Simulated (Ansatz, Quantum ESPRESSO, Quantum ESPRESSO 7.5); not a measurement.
# Charging H-GaAs-H chair, 1 layer

Aim: potential against charge for H-GaAs-H chair, 1 layer facing a metal electrode, and the capacitance that follows.

Calculated with Quantum ESPRESSO 7.5; plane-wave DFT, PBE, GBRV ultrasoft pseudopotentials (geometry by Ansatz 0.2.0 with PAW datasets; geometry under PBE).

## Step 1: The structure

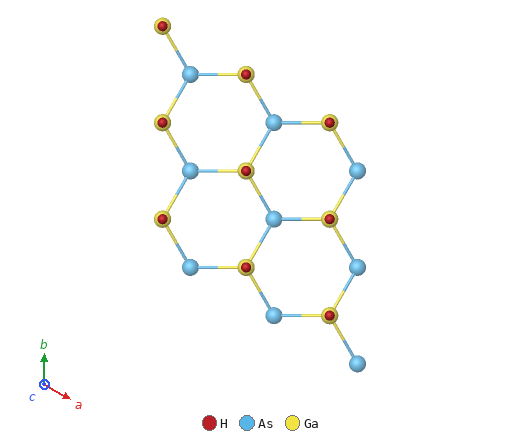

The starting structure, seen from above (hydrogen red, arsenic blue, gallium yellow). 3×3×1 cells are drawn.

The cell holds 4 atoms: 2 H, 1 As and 1 Ga. Cell: a = 3.977 Å, b = 3.977 Å, c = 19.833 Å, α = 90.0°, β = 90.0°, γ = 120.0°. Vacuum lies along c.

This sheet is a model structure: its symmetry is held, and its stability is not tested here.

## Step 2: Geometry from Ansatz

The geometry comes first, from a plane-wave PAW code, so that the later runs on this slab share one structure.

Input file input.yaml:

```yaml
crystal:
  lattice:
    - [3.9765, 0.0, 0.0]
    - [-1.98825, 3.4437500181, 0.0]
    - [0.0, 0.0, 19.8333333333]
  atoms:
    - { symbol: H, position: [0.6666666667, 0.3333333333, 0.4033613445] }
    - { symbol: As, position: [0.6666666667, 0.3333333333, 0.4789915966] }
    - { symbol: Ga, position: [0.3333333333, 0.6666666667, 0.5194957983] }
    - { symbol: H, position: [0.3333333333, 0.6666666667, 0.5966386555] }
kpoints:
  mp_grid: { grid: [12, 12, 1] }
hamiltonian:
  xc: pbe
scf:
  occupations: { method: fermi_dirac, width: 0.05 }
  convergence: { dr2_threshold: 1.0e-08 }
efield:
  axis: 3
  dipole_correction: true
  ramp_position: 0.97
  ramp_width: 0.04
relax:
  f_tol: 0.01
  cell: { fix: [c, alpha, beta] }
output:
  write_potential: true
  write_density: true
  volumetric_format: npy
```

On the command line:

```sh
$ ansatz run input.yaml --threads 4 --pin off --max-ram 8192MiB --backend cpu --events-out ev --progress --plain --runs-dir out
```

Numbers of over 12 decimals in the logs are rounded to 6 here.

Output:

```text
Warning: relax.cell: scf.convergence.dr2_threshold = 1e-8 eV is looser than the 4e-10 eV advised for a relaxation that steers and ends on the stress (1e-10 eV for each atom of the cell: 4). What an SCF threshold leaves in a stress goes as its square root, and in the free energy as the threshold itself, and one threshold admits the most on a small cell: [figures from the program's tests cut] Set scf.convergence.dr2_threshold to 4e-10 eV or tighter. The threshold is an SCF's pass mark: one that does not reach it within its budget of iterations ends unconverged, or closes short of it on a stop that the run arms, and scf.convergence.dr2_threshold's page says what that costs each kind of run
Engine: ansatz 0.2.0, aarch64-unknown-linux-gnu
Pseudopotentials: kind: paw
Pseudopotential: H, paw, valence charge 1, recommended cutoff 420 eV (normal), H.paw.azcp
Pseudopotential: As, paw, valence charge 15, recommended cutoff 420 eV (normal), As.paw.azcp
Pseudopotential: Ga, paw, valence charge 13, recommended cutoff 420 eV (normal), Ga.paw.azcp
Functional definition: PBE
  parameter kappa = 0.804
  parameter beta = 0.066725
  exchange = pbe_x(kappa = kappa, mu = beta*pi^2/3)
  correlation = pbe_c(beta = beta)
Crystal: 4 atoms, lattice volume = 271.599 Å³
Basis set: ecut = 420 eV, 5383 PW (Γ), exchange–correlation on 54×54×270 points (8 copies of the dense FFT grid, shifted against one another)
Bands: 19, of which v1, the nominal top of the filled ones, is band 15 counted from 1 (14 counted from 0)
Symmetry: 6 space group operations
Space group: P3m1 (ITA 156), of the structure as read, at distance tolerance 6.5e-5 Å
k-points: 19 of 144 (time reversal used)
Non-local potential: H, projectors of the file, l = 0: 2, l = 1: 1
Non-local potential: As, projectors of the file, l = 0: 2, l = 1: 2, l = 2: 3, l = 3: 1
Non-local potential: Ga, projectors of the file, l = 0: 2, l = 1: 2, l = 2: 3, l = 3: 1
PAW form: soft (Blöchl's): semilocal exchange-correlation on the pseudo side does not see the compensation charge
PAW one-centre angular grid: H, 110 points (default); XC on 64 Gauss nodes
PAW one-centre angular grid: As, 590 points (default); XC on 64 Gauss nodes
PAW one-centre angular grid: Ga, 590 points (default); XC on 64 Gauss nodes
Initial density: superposition of atomic densities (neutral atoms: chi_scale 0, normalization atom), corrected by the library's trained network
Initial wavefunctions: pseudopotential atomic-orbital guess
Functional: x = pbe(κ = 0.804, μ = 0.219515), c = pbe(β = 0.066725)
SCF iter   1: F=—  HF=-8670.922119 eV  |F-HF|=—  |Δ(HF+E_count)|=         —  Δρ=1.23e-3  dr2=7.90e-3  ethr=1.77e-3  p=-0.091 e·Å  D=-6.08e-2 V/Å  ΔV_dip=1.21 eV  dr2_dipole=6.96e-5  V_vac-E_F(+/−)=4.91/3.70 eV  ⟨swp⟩=6.5  Hψ=1946  notcnv=0
efield: sawtooth ramp at fractional position 0.9700 (set: `efield.ramp_position`, or a place that a band, a saddle search or an elastic batch's reference lends), width 0.0400; the density the first Hamiltonian is built on has a dipole p = -0.091 e·Å; the dipole correction subtracts the counter field D = -6.08e-2 V/Å, which shifts the + side's vacuum level by +1.21 eV against the − side's; the planar-averaged density in the ramp window peaks in size at 1.3e-5 e/Å³
preconditioner: auto → Resta (q_TF=auto, 1.890 Å⁻¹)  ε∞=1.5  [insulator: Δε(μ)=1.971 eV  Ē_g=14.035 eV  σ=0.050 eV  W_gap=1.00  n_scr=28 (ndim 8)  ℏωp=10.1 eV  f_vac=0.732  D(μ)=0.00/eV (n_scr^D=0)  ε∞_Penn≈1.5  vacuum switching on, ρ_ref=1.4e-2 e/Å³]
SCF iter   2: F=—  HF=-8670.921697 eV  |F-HF|=—  |Δ(HF+E_count)|=   4.21e-4  Δρ=5.81e-4  dr2=1.43e-3  ethr=2.63e-5  p=-0.087 e·Å  D=-5.80e-2 V/Å  ΔV_dip=1.15 eV  dr2_dipole=2.37e-4  V_vac-E_F(+/−)=4.81/3.65 eV  ⟨swp⟩=2.0  Hψ=779  notcnv=0
SCF iter   3: F=—  HF=-8670.922332 eV  |F-HF|=—  |Δ(HF+E_count)|=   6.35e-4  Δρ=2.77e-4  dr2=5.11e-4  ethr=4.76e-6  p=-0.097 e·Å  D=-6.46e-2 V/Å  ΔV_dip=1.28 eV  dr2_dipole=2.47e-5  V_vac-E_F(+/−)=4.83/3.55 eV  ⟨swp⟩=2.0  Hψ=610  notcnv=0
SCF iter   4: F=—  HF=-8670.922690 eV  |F-HF|=—  |Δ(HF+E_count)|=   3.58e-4  Δρ=1.03e-4  dr2=4.50e-5  ethr=1.70e-6  p=-0.096 e·Å  D=-6.41e-2 V/Å  ΔV_dip=1.27 eV  dr2_dipole=7.60e-6  V_vac-E_F(+/−)=4.78/3.51 eV  ⟨swp⟩=2.0  Hψ=480  notcnv=0
SCF iter   5: F=—  HF=-8670.922727 eV  |F-HF|=—  |Δ(HF+E_count)|=   3.65e-5  Δρ=4.79e-5  dr2=1.46e-5  ethr=1.50e-7  p=-0.098 e·Å  D=-6.53e-2 V/Å  ΔV_dip=1.30 eV  dr2_dipole=1.10e-6  V_vac-E_F(+/−)=4.79/3.49 eV  ⟨swp⟩=2.0  Hψ=585  notcnv=0
SCF iter   6: F=—  HF=-8670.922733 eV  |F-HF|=—  |Δ(HF+E_count)|=   6.02e-6  Δρ=1.70e-5  dr2=1.25e-6  ethr=4.85e-8  p=-0.098 e·Å  D=-6.53e-2 V/Å  ΔV_dip=1.29 eV  dr2_dipole=5.78e-8  V_vac-E_F(+/−)=4.79/3.49 eV  ⟨swp⟩=2.9  Hψ=553  notcnv=0
SCF iter   7: F=—  HF=-8670.922746 eV  |F-HF|=—  |Δ(HF+E_count)|=   1.35e-5  Δρ=3.89e-6  dr2=5.26e-8  ethr=4.17e-9  p=-0.098 e·Å  D=-6.52e-2 V/Å  ΔV_dip=1.29 eV  dr2_dipole=1.84e-9  V_vac-E_F(+/−)=4.79/3.49 eV  ⟨swp⟩=2.0  Hψ=453  notcnv=0
SCF iter   8: F=-8670.922746 eV  HF=-8670.922746 eV  |F-HF|=7.11e-9  |Δ(HF+E_count)|=   2.19e-7  Δρ=6.90e-7  dr2=1.39e-9  ethr=3.33e-11  p=-0.098 e·Å  D=-6.52e-2 V/Å  ΔV_dip=1.29 eV  dr2_dipole=1.36e-11  V_vac-E_F(+/−)=4.79/3.49 eV  ⟨swp⟩=8.7  Hψ=2157  notcnv=0
SCF 1 converged in 8 iterations: F = -8670.922746 eV  dr2 = 1.39e-9
  greatest PAW one-centre occupation: 0.999 electrons in one spin orbital (limit 2), on the As atom at site 1 (counted from 0), in its partial waves of l = 2
relax step   1: F+E_penalty+E_count = -8670.92274642 eV  Δ(F+E_penalty+E_count) = +0.000e0 eV  max|allowed force component| = 4.385e-1 eV/Å  Δτ_max = 0.0000 Å  P = +0.787 GPa  Ω = 271.599 Å³  fix = [c, alpha, beta]  reactions: c +0.780 GPa  (8 SCF iters, accepted)
Crystal: 4 atoms, lattice volume = 279.312 Å³
Basis set: ecut = 420 eV, 5491 PW (Γ), exchange–correlation on 54×54×270 points (8 copies of the dense FFT grid, shifted against one another)
Initial density: handed on by an earlier stage of this run
Initial wavefunctions: those handed on with the density
iter 1 solved again at ethr=1.51e-5 eV; its pass at ethr=3.10e-3 eV (dr2=4.53e-3 eV) is discarded
SCF iter   1: F=—  HF=-8670.957880 eV  |F-HF|=—  |Δ(HF+E_count)|=         —  Δρ=1.12e-3  dr2=4.54e-3  ethr=1.51e-5  p=-0.101 e·Å  D=-6.52e-2 V/Å  ΔV_dip=1.29 eV  dr2_dipole=6.90e-5  V_vac-E_F(+/−)=4.86/3.56 eV  ⟨swp⟩=1.3  Hψ=2351  notcnv=0
[...]
Basis set: ecut = 420 eV, 5563 PW (Γ), exchange–correlation on 60×60×270 points (8 copies of the dense FFT grid, shifted against one another)
Initial wavefunctions: pseudopotential atomic-orbital guess (no wavefunctions were taken with the density)
iter 1 solved again at ethr=5.68e-7 eV; its pass at ethr=3.10e-3 eV (dr2=1.70e-4 eV) is discarded
SCF iter   1: F=—  HF=-8670.955986 eV  |F-HF|=—  |Δ(HF+E_count)|=         —  Δρ=2.58e-4  dr2=6.21e-6  ethr=5.68e-7  p=-0.098 e·Å  D=-6.21e-2 V/Å  ΔV_dip=1.23 eV  dr2_dipole=3.32e-14  V_vac-E_F(+/−)=5.09/3.86 eV  ⟨swp⟩=2.8  Hψ=2786  notcnv=0
efield: sawtooth ramp at fractional position 0.9700 (set: `efield.ramp_position`, or a place that a band, a saddle search or an elastic batch's reference lends), width 0.0400; the density the first Hamiltonian is built on has a dipole p = -0.098 e·Å; the dipole correction subtracts the counter field D = -6.21e-2 V/Å, which shifts the + side's vacuum level by +1.23 eV against the − side's; the planar-averaged density in the ramp window peaks in size at 3.4e-6 e/Å³
preconditioner: auto → Resta (q_TF=auto, 1.874 Å⁻¹)  ε∞=1.5  [insulator: Δε(μ)=1.667 eV  Ē_g=13.851 eV  σ=0.050 eV  W_gap=1.00  n_scr=28 (ndim 8)  ℏωp=9.8 eV  f_vac=0.734  D(μ)=0.00/eV (n_scr^D=0)  ε∞_Penn≈1.5  vacuum switching on, ρ_ref=1.4e-2 e/Å³]
SCF iter   2: F=—  HF=-8670.961856 eV  |F-HF|=—  |Δ(HF+E_count)|=   5.87e-3  Δρ=1.30e-4  dr2=1.88e-6  ethr=2.07e-8  p=-0.098 e·Å  D=-6.22e-2 V/Å  ΔV_dip=1.23 eV  dr2_dipole=1.97e-8  V_vac-E_F(+/−)=5.09/3.86 eV  ⟨swp⟩=2.8  Hψ=651  notcnv=0
SCF iter   3: F=—  HF=-8670.964328 eV  |F-HF|=—  |Δ(HF+E_count)|=   2.47e-3  Δρ=4.68e-5  dr2=4.78e-7  ethr=6.26e-9  p=-0.098 e·Å  D=-6.22e-2 V/Å  ΔV_dip=1.23 eV  dr2_dipole=5.90e-8  V_vac-E_F(+/−)=5.09/3.86 eV  ⟨swp⟩=2.7  Hψ=631  notcnv=0
SCF iter   4: F=—  HF=-8670.964868 eV  |F-HF|=—  |Δ(HF+E_count)|=   5.40e-4  Δρ=8.87e-6  dr2=2.40e-7  ethr=1.59e-9  p=-0.098 e·Å  D=-6.21e-2 V/Å  ΔV_dip=1.23 eV  dr2_dipole=4.27e-8  V_vac-E_F(+/−)=5.09/3.86 eV  ⟨swp⟩=2.3  Hψ=601  notcnv=0
iter 5 met the thresholds in force, and the SCF goes on: an eigenvalue changes by 13.01 meV, over its tolerance of 3.16 meV (output.eigenvalues, Limitations)
SCF iter   5: F=-8670.964898 eV  HF=-8670.964896 eV  |F-HF|=2.24e-6  |Δ(HF+E_count)|=   2.77e-5  Δρ=2.23e-6  dr2=8.26e-9  ethr=3.33e-11  p=-0.098 e·Å  D=-6.22e-2 V/Å  ΔV_dip=1.23 eV  dr2_dipole=9.74e-10  V_vac-E_F(+/−)=5.09/3.86 eV  ⟨swp⟩=10.1  Hψ=2617  notcnv=0
iter 6 met the thresholds in force, and the SCF goes on: an eigenvalue changes by 6.28 meV, over its tolerance of 3.16 meV (output.eigenvalues, Limitations)
SCF iter   6: F=-8670.964898 eV  HF=-8670.964897 eV  |F-HF|=7.99e-7  |Δ(HF+E_count)|=   1.45e-6  Δρ=8.70e-7  dr2=9.28e-10  ethr=2.75e-11  p=-0.098 e·Å  D=-6.21e-2 V/Å  ΔV_dip=1.23 eV  dr2_dipole=7.57e-12  V_vac-E_F(+/−)=5.09/3.86 eV  ⟨swp⟩=6.8  Hψ=2292  notcnv=0
Mixer restart at iter 6: flushing history
SCF iter   7: F=-8670.964898 eV  HF=-8670.964898 eV  |F-HF|=1.01e-9  |Δ(HF+E_count)|=   7.99e-7  Δρ=3.19e-7  dr2=7.89e-10  ethr=3.09e-12  p=-0.098 e·Å  D=-6.22e-2 V/Å  ΔV_dip=1.23 eV  dr2_dipole=1.40e-10  V_vac-E_F(+/−)=5.09/3.86 eV  ⟨swp⟩=6.9  Hψ=2154  notcnv=0
SCF 6 converged in 7 iterations: F = -8670.964898 eV  dr2 = 7.89e-10
relax step   6: F+E_penalty+E_count = -8670.96489802 eV  Δ(F+E_penalty+E_count) = -2.062e-3 eV  max|allowed force component| = 1.085e-3 eV/Å  Δτ_max = 0.0000 Å  P = +0.003 GPa  Ω = 285.793 Å³  fix = [c, alpha, beta]  reactions: c +0.000 GPa  stress off target by 4.78e-3 GPa on what of the cell is left free  SCF on the basis re-selected at this cell (its energy is not comparable with the rows above)  (7 SCF iters)
basis re-selected at this cell: Δ(F+E_penalty+E_count) = -2.062e-3 eV, ΔP = +0.004 GPa vs the last step (what re-selecting the basis moved, of the pressure what is left beyond the Pulay correction that the steps carried, after the strain that the cell walked since its last selection, with what the two solves' SCF thresholds leave and, on support functions, any second-order correction that the steps lacked; it is no measure of the basis error at this ecutwfc). The dense FFT grid was sized anew with the basis: this SCF ran on 30×30×135 points, the steps before it on 27×27×135, so part of this shift can come from that change (see relax.cell in the input reference). [rest of the remark cut]
WARN: The output density's exchange-correlation potential varies sharply where the density is thin. Do not read a vacuum level from v_tot or v_xc, or from such a field of the output density. On a cell that repeats whose density bears no net charge and no dipole along the vacuum's axis use v_es (v_loc + v_h of the components); under efield.dipole_correction with no amplitude use v_es + v_field, which holds any externa [...]
SCF converged after 7 iterations
an eigenvalue changed by more than its tolerance at an iteration that met the thresholds in force, so the SCF went on 2 times, its first undamped step at iteration 6: the last check found none over its tolerance
Free energy (F): -8670.964898 eV
Harris-Foulkes:  -8670.964898 eV  (|F-HF|=1.01e-9)
Internal energy: -8670.964898 eV  (E = F + TS)
E sigma→0 (E₀):  -8670.964898 eV
Fermi energy:    -2.289684 eV
Dipole field:    D = -0.062139 V/Å  (p = -0.098141 e·Å, saw-weighted, corrected)
Work function:   Φ+ = 5.0903 eV   Φ− = 3.8579 eV
Levels:          The Fermi level and band energies are counted from a zero that moves with the ramp; work functions are not
--- Per-component energies (eV) ---
  E_band       = -625.446972
  E_kinetic    = 244.007294
  E_local      = -18076.662068  (includes V_loc(G=0)·N_el)
  E_nonlocal   = -242.749002
  E_hartree    = 8894.600810
  E_xc         = -164.918857
  E_vxc        = -158.583721  (∫ρ·V_xc dr)
  E_paw        = -3825.391349  (= ΣΔE_a)
  E_vpaw       = -180.954446  (= ΣTr[D̂ρ^β])
  E_aug_tail   = -0.002387  (compensation charges beyond the density's cutoff)
  E_efield     = 0.003049  (sawtooth field / dipole correction)
  E_vefield    = 0.296254  (∫n·V_field dr)
  E_ewald      = 4500.147611
  E_smearing   = -0.000000  (= −TS)
  E_closure    = -0.000000  (closes the sum)
  Σ components = -8670.964898   (vs F -8670.964898, Δ=0.00e0)
--- Forces (eV/Å), atoms counted from 1 ---
  atom   1  H     -0.00000000     0.00000000     0.00046896
  atom   2  As    -0.00000000    -0.00000000    -0.00108726
  atom   3  Ga    -0.00000000     0.00000000     0.00043589
  atom   4  H      0.00000000     0.00000000     0.00017495
  max |Σ_I F_I| component: 7.47e-6 eV/Å
--- Stress (GPa, compression-positive) ---
        0.004779       0.000000      -0.000000
        0.000000       0.004779       0.000000
       -0.000000       0.000000       0.000089
  P = ⅓ Tr σ = 0.0032 GPa (0.032 kbar)
--- Band table (eV; the first three rows and the last of 19) ---
  k-point 0: bands = [... 11 lower, -8.7978, -5.2408, -3.1480, -3.1480, -1.4787, 0.6551, 1.8457, 1.8885]
  k-point 1: bands = [... 11 lower, -8.7823, -5.2848, -3.7551, -3.2655, -0.8659, 0.6828, 1.7157, 1.9271]
  k-point 2: bands = [... 11 lower, -8.7514, -5.5324, -4.5361, -3.5500, -0.2095, 0.7927, 1.8008, 2.1268]
  k-point 18: bands = [... 11 lower, -9.1510, -6.8511, -5.9542, -4.8935, 1.3447, 1.6721, 2.1681, 3.4651]
--- Relaxed structure (5 steps of the walk, 4 accepted, 1 SCFs on fresh bases) ---
  F+E_penalty+E_count = -8670.96489802 eV   max|allowed force component| = 1.085e-3 eV/Å   (the final SCF, on the basis selected at the relaxed cell)
  cell:  # Å, volume = 285.7930 Å³
    - [4.079083, 0.0, 0]
    - [-2.039542, 3.532590, 0]
    - [0, 0, 19.8333333333]
  atoms:
    - { symbol: H, position: [0.666667, 0.333333, 0.402650] }
    - { symbol: As, position: [0.666667, 0.333333, 0.479308] }
    - { symbol: Ga, position: [0.333333, 0.666667, 0.518887] }
    - { symbol: H, position: [0.333333, 0.666667, 0.597642] }
```

Wall time 15 s (4 threads of Arm Neoverse V2, shared host); peak memory 0.57 GiB; 55 s of CPU time.

The steps of the relaxation:

| step | energy less that of the first step (eV) | largest force component (eV/Å) | pressure (GPa) | volume (Å³) |
| --- | --- | --- | --- | --- |
| 1 | 0.0000 | 0.4385 | 0.79 | 271.60 |
| 2 | -0.0339 | 0.1300 | 0.29 | 279.31 |
| 3 | -0.0396 | 0.0630 | 0.04 | 285.72 |
| 4 | -0.0297 | 0.3741 | -0.15 | 286.07 |
| 5 | -0.0401 | 0.0010 | 0.00 | 285.79 |
| 6* | -0.0422 | 0.0011 | 0.00 | 285.79 |

Relaxation steps marked * repeat the geometry before them on a plane-wave basis chosen anew for their cell, so energy and pressure can jump there. Relaxation step 4 was tried and not accepted.

Forces are held to the 6 operations that the run works with; a distortion that breaks them can't arise in this run.

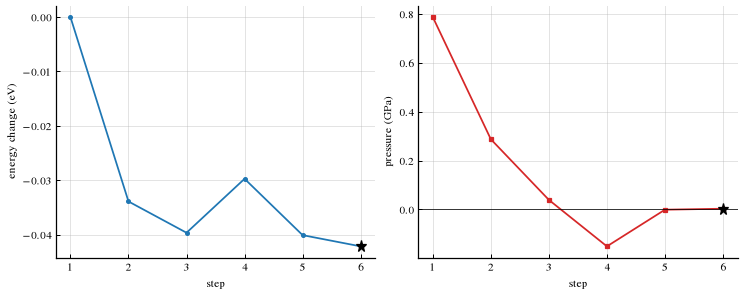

Energy and pressure along the relaxation. Stars mark steps on a basis chosen anew.

| cell as run | before | after | change |
| --- | --- | --- | --- |
| a (Å) | 3.977 | 4.079 | +2.6 % |
| b (Å) | 3.977 | 4.079 | +2.6 % |

The atoms that moved most (Å, along periodic axes as changes of fractional coordinates times the final cell, across vacuum about the mean position):

| atom | dx | dy | dz | length |
| --- | --- | --- | --- | --- |
| H4 | 0.000 | 0.000 | 0.020 | 0.020 |
| H1 | 0.000 | 0.000 | -0.014 | 0.014 |
| Ga3 | 0.000 | 0.000 | -0.012 | 0.012 |
| As2 | 0.000 | 0.000 | 0.006 | 0.006 |

Final coordinates:

```xyz
4
Lattice="4.0791 0.0000 0.0000 -2.0395 3.5326 0.0000 0.0000 0.0000 19.8333" Properties=species:S:1:pos:R:3
H     2.0395    1.1775    7.9859
As    2.0395    1.1775    9.5063
Ga    0.0000    2.3551   10.2913
H     0.0000    2.3551   11.8532
```

This step gave:

```
free energy                                                      : -8670.9649 eV
Fermi energy                                                     : -2.290 eV
gap by band count                                                : 1.669 eV
symmetry operations                                              : 6
dipole along the normal                                          : -0.09814 e·Å
vacuum level at the upper face over a Fermi level inside the gap : 5.090 eV
vacuum level at the lower face over a Fermi level inside the gap : 3.858 eV
```

(Continued in part 2 of 5.)

[Logs are printed without paths, hosts, clocks, repeated set-up lines and the standing remarks that a program may print on its own settings, such as how far it seeks lower states.]

[Hosts, paths, dates, database ids (printed as entryN), source tags and the programs' standing remarks are cut or masked in the printed files.]

[Maps of the electrostatic potential energy from Ansatz leave out the sawtooth potential of an applied field or a dipole correction, so their vacuum need not be flat; planar profiles and work functions include it.]
